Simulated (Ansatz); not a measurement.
# C3H6F2S: how energies converge with the basis set

Aim: see how fast density functionals converge with the basis set for C3H6F2S.

Method: one geometry, several basis sets; program: Ansatz 0.2.0, Gaussian basis.

Levels to be run: PBE0-D4/def2-SVP; ωB97M-V/def2-SVP; PBE0-D4/def2-QZVPP; ωB97M-V/def2-QZVPP; the functionals' def2-TZVPP values are taken from earlier runs.

## 1. The geometry

All runs share one geometry, relaxed beforehand with PBE0-D4 in a triple-zeta def2 set.

SMILES `CSC(C)(F)F`, 12 atoms, charge 0, spin multiplicity 1.

Atoms are counted from 1 here; the program's logs count them from 0.

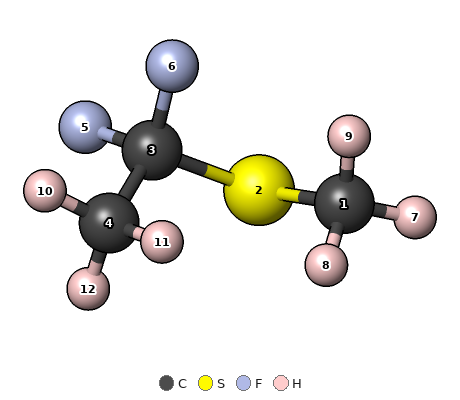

The structure; carbon dark grey, sulfur yellow, fluorine light blue, hydrogen pink; atoms are numbered from 1 in the order of the file.

## 2. PBE0-D4 in def2-SVP

Input file in.yaml:

```yaml
crystal:
  periodic: [false, false, false]
  atoms:
    - {symbol: C, position_ang: [-1.038870, -0.886588, 1.265674]}
    - {symbol: S, position_ang: [0.667392, -0.332321, 1.384384]}
    - {symbol: C, position_ang: [0.727459, 0.796952, -0.036024]}
    - {symbol: C, position_ang: [0.562631, 0.166269, -1.389003]}
    - {symbol: F, position_ang: [1.942804, 1.395625, 0.043424]}
    - {symbol: F, position_ang: [-0.201401, 1.782136, 0.110433]}
    - {symbol: H, position_ang: [-1.226277, -1.468192, 2.168739]}
    - {symbol: H, position_ang: [-1.203932, -1.528140, 0.399805]}
    - {symbol: H, position_ang: [-1.720720, -0.036996, 1.249305]}
    - {symbol: H, position_ang: [0.637021, 0.945004, -2.150462]}
    - {symbol: H, position_ang: [-0.412666, -0.312331, -1.468769]}
    - {symbol: H, position_ang: [1.343358, -0.576620, -1.543504]}
basis:
  gaussian: {orbitals: def2-SVP}
hamiltonian: {xc: pbe0, dispersion: d4}
output: {orbitals: {seedname: orbitals}}
```

Run with:

```bash
ansatz run in.yaml --threads 4 --pin off --events-out ev --progress --plain --max-ram 10444MiB
```

Output:

```text
Functional definition: PBE0
  name "PBE0"
  cite "Adamo & Barone, J. Chem. Phys. 110, 6158 (1999) doi:10.1063/1.478522"
  cite "Perdew, Burke & Ernzerhof, Phys. Rev. Lett. 77, 3865 (1996) doi:10.1103/PhysRevLett.77.3865"
  parent pbe
  parameter a = 0.25
  parameter kappa = 0.804
  parameter beta = 0.06672455060314922
  exchange = (1 - a)*pbe_x(kappa = kappa, mu = beta*pi^2/3) + a*exact_x
  correlation = pbe_c(beta = beta)
1326 factors; their error is unknown
mean field evaluation 1: about -19449.6632 eV, gradient 5.2e1 eV
mean field evaluation 2: about -19448.3103 eV, gradient 5.6e1 eV
mean field evaluation 4: about -19455.3552 eV, gradient 2.1e0 eV
mean field evaluation 8: about -19455.3606 eV, gradient 3.4e-2 eV
mean field evaluation 16: about -19455.4127 eV, gradient 1.3e-4 eV
mean field -19455.41265375 eV, -714.9732276729 hartree, gradient 1.2e-5 eV, S^2 0.000000; 0 other end points of the search recorded, 0 dependent functions left out
reference -19455.41267677 eV, -714.9732285189 hartree; 29, 29 occupied and 89, 89 virtual orbitals, 1326 factors
Total energy: -19455.62791906 eV, -714.9811385272 hartree
```

Run time: 1.6 s. Hardware: 4 threads of Intel Xeon at 2.80GHz, shared host.

## 3. ωB97M-V in def2-SVP

Edit in.yaml of step 2 so:

```diff
@@ -17,3 +17,3 @@
   gaussian: {orbitals: def2-SVP}
-hamiltonian: {xc: pbe0, dispersion: d4}
+hamiltonian: {xc: {name: wB97M-V}}
 output: {orbitals: {seedname: orbitals}}
```

Launched as before.

Output, shortened:

```text
Functional definition: wB97M-V
  name "wB97M-V"
  cite "Mardirossian & Head-Gordon, J. Chem. Phys. 144, 214110 (2016) doi:10.1063/1.4952647"
  cite "Becke, J. Chem. Phys. 107, 8554 (1997) doi:10.1063/1.475007"
  cite "Vydrov & Van Voorhis, J. Chem. Phys. 133, 244103 (2010) doi:10.1063/1.3521275"
  # Of w^i u^j: cxij and so on, Table III.
[...]
  gx(w, u) = 1 - cx + cx01*u + cx10*w
  gss(w, u) = css00 + css04*u^4 + css10*w + css20*w^2 + css43*w^4*u^3
  gos(w, u) = cos00 + cos10*w + (cos20 + cos21*u)*w^2 + (cos60 + cos61*u)*w^6
[...]
      + integral(e_c_pw_mod_opposite_spin*gos(b97_w_opposite, b97_u_opposite)) + vv10(b, c)
1323 factors; their error is unknown
305 factors; integrals over basis functions are off by at most 7.3e-6 eV
[...]
mean field -19464.40365548 eV, -715.3036408923 hartree, gradient 3.2e-5 eV, S^2 0.000000; 0 other end points of the search recorded, 0 dependent functions left out
reference -19464.40369107 eV, -715.3036422001 hartree; 29, 29 occupied and 89, 89 virtual orbitals, 1323 factors
Total energy: -19464.40369107 eV, -715.3036422001 hartree
```

Run time: 4.4 s. Hardware: 4 threads of Intel Xeon at 2.80GHz, shared host.

## 4. PBE0-D4 in def2-QZVPP

Edit in.yaml of step 3 so:

```diff
@@ -16,4 +16,4 @@
 basis:
-  gaussian: {orbitals: def2-SVP}
-hamiltonian: {xc: {name: wB97M-V}}
+  gaussian: {orbitals: "def2-QZVPP.json"}
+hamiltonian: {xc: pbe0, dispersion: d4}
 output: {orbitals: {seedname: orbitals}}
```

Launched as before.

Output:

```text
Functional definition: PBE0
  name "PBE0"
  cite "Adamo & Barone, J. Chem. Phys. 110, 6158 (1999) doi:10.1063/1.478522"
  cite "Perdew, Burke & Ernzerhof, Phys. Rev. Lett. 77, 3865 (1996) doi:10.1103/PhysRevLett.77.3865"
  parent pbe
  parameter a = 0.25
  parameter kappa = 0.804
  parameter beta = 0.06672455060314922
  exchange = (1 - a)*pbe_x(kappa = kappa, mu = beta*pi^2/3) + a*exact_x
  correlation = pbe_c(beta = beta)
1643 factors; their error is unknown
mean field evaluation 1: about -19461.8261 eV, gradient 6.4e1 eV
mean field evaluation 2: about -19459.3363 eV, gradient 7.0e1 eV
mean field evaluation 4: about -19470.1888 eV, gradient 3.2e0 eV
mean field evaluation 8: about -19470.2046 eV, gradient 6.3e-2 eV
mean field evaluation 16: about -19470.2147 eV, gradient 2.8e-4 eV
mean field -19470.21467502 eV, -715.5171919216 hartree, gradient 5.5e-5 eV, S^2 0.000000; 0 other end points of the search recorded, 0 dependent functions left out
reference -19470.21471108 eV, -715.5171932467 hartree; 29, 29 occupied and 506, 506 virtual orbitals, 1643 factors
Total energy: -19470.42995337 eV, -715.5251032550 hartree
```

It took 12 s on 4 threads of Intel Xeon at 2.80GHz, shared host; peak memory 2.2 GiB.

## 5. ωB97M-V in def2-QZVPP

Edit in.yaml of step 4 so:

```diff
@@ -17,3 +17,3 @@
   gaussian: {orbitals: "def2-QZVPP.json"}
-hamiltonian: {xc: pbe0, dispersion: d4}
+hamiltonian: {xc: {name: wB97M-V}}
 output: {orbitals: {seedname: orbitals}}
```

Same command.

Output, shortened:

```text
Functional definition: wB97M-V
  name "wB97M-V"
  cite "Mardirossian & Head-Gordon, J. Chem. Phys. 144, 214110 (2016) doi:10.1063/1.4952647"
  cite "Becke, J. Chem. Phys. 107, 8554 (1997) doi:10.1063/1.475007"
  cite "Vydrov & Van Voorhis, J. Chem. Phys. 133, 244103 (2010) doi:10.1063/1.3521275"
  # Of w^i u^j: cxij and so on, Table III.
[...]
  gx(w, u) = 1 - cx + cx01*u + cx10*w
  gss(w, u) = css00 + css04*u^4 + css10*w + css20*w^2 + css43*w^4*u^3
  gos(w, u) = cos00 + cos10*w + (cos20 + cos21*u)*w^2 + (cos60 + cos61*u)*w^6
[...]
      + integral(e_c_pw_mod_opposite_spin*gos(b97_w_opposite, b97_u_opposite)) + vv10(b, c)
1615 factors; their error is unknown
377 factors; integrals over basis functions are off by at most 7.9e-6 eV
[...]
mean field -19479.48782090 eV, -715.8579737472 hartree, gradient 2.4e-5 eV, S^2 0.000000; 0 other end points of the search recorded, 0 dependent functions left out
reference -19479.48787860 eV, -715.8579758674 hartree; 29, 29 occupied and 506, 506 virtual orbitals, 1615 factors
Total energy: -19479.48787860 eV, -715.8579758674 hartree
```

Wall time 23 s (4 threads of Intel Xeon at 2.80GHz, shared host); peak memory 2.6 GiB.

## 6. Functionals by basis

The def2-TZVPP values come from earlier runs at the same geometry.

```tsv
functional	basis	functions	energy (eV)	from the largest (eV)	HOMO (eV)	LUMO (eV)
PBE0-D4	def2-SVP	118	-19455.6279	14.802	-6.89	1.03
PBE0-D4	def2-TZVPP	281	-19469.6452	0.785	-6.99	0.48
PBE0-D4	def2-QZVPP	535	-19470.4300	0.000	-7.02	0.21
ωB97M-V	def2-SVP	118	-19464.4037	15.084	-9.12	3.08
ωB97M-V	def2-TZVPP	281	-19478.7356	0.752	-9.24	2.32
ωB97M-V	def2-QZVPP	535	-19479.4879	0.000	-9.28	1.62
```

## 7. Results

```
                                       quantity           value
PBE0-D4: double and triple zeta above quadruple  14.80, 0.78 eV
ωB97M-V: double and triple zeta above quadruple  15.08, 0.75 eV
```

What this shows: For PBE0-D4 the step from double to triple zeta gains 14.02 eV and the next only 0.78 eV. Total energies overstate the basis error of differences, where much of it tends to cancel. The LUMO of ωB97M-V is positive and keeps falling with the basis (3.08 to 1.62 eV): an unbound level that the basis holds in place.

For PBE0-D4 the largest set took about 7 times as long as the smallest (12 s against 1.6 s).
